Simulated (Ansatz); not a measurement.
# Response to strain in Zr

Take Zr in the hcp (Mg type) structure (space group P6_3/mmc, No. 194; a = 3.144 Å, c = 5.093 Å; relaxed with 0.1 eV smearing) as the base. Axes: x lies along a and z along c of the hexagonal cell.

Strains are applied to the cell and any free atomic positions relax.

Computed with Ansatz (an electronic-structure program), LDA, PAW, cutoff 420 eV, scalar-relativistic without spin-orbit coupling.

Notes on the quantities. energy relative to the base: free energy F.

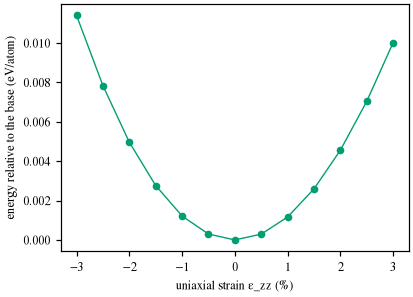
*Energy relative to the base against uniaxial strain ε_zz*

```csv
uniaxial strain ε_zz (%),energy relative to the base
-3,+11 meV/atom
-2.5,+7.8 meV/atom
-2,+5.0 meV/atom
-1.5,+2.8 meV/atom
-1,+1.2 meV/atom
-0.5,+0.3 meV/atom
0.5,+0.3 meV/atom
1,+1.2 meV/atom
1.5,+2.6 meV/atom
2,+4.6 meV/atom
2.5,+7.0 meV/atom
3,+10 meV/atom
```

Stability against distortions was not tested. The final runs are not spin-polarised.
